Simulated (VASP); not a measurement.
Band structure of AuZn (CsCl type). All values below come from revPBE GGA, VASP's PBE PAW potentials (set 64) (plane waves; VASP 6.6.1).

Unless said otherwise, spin-orbit coupling is left out, though it shifts the bands of the heavy elements here.

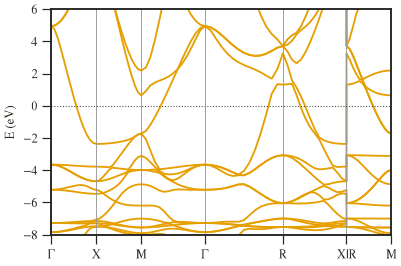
*Bands along high-symmetry lines, zero at the valence-band maximum or, without a gap, the Fermi level*

### Question
Read the plot: is there a gap, and where are the band edges?

### Answer
It has no gap at this level: it comes out as a metal or semimetal. (Edges off the drawn lines would not show.)

The compound is AuZn in the CsCl type structure. It was relaxed first, which changed the volume by +6 %. The electron count is odd and the run is not spin-polarised, which forces a metal.
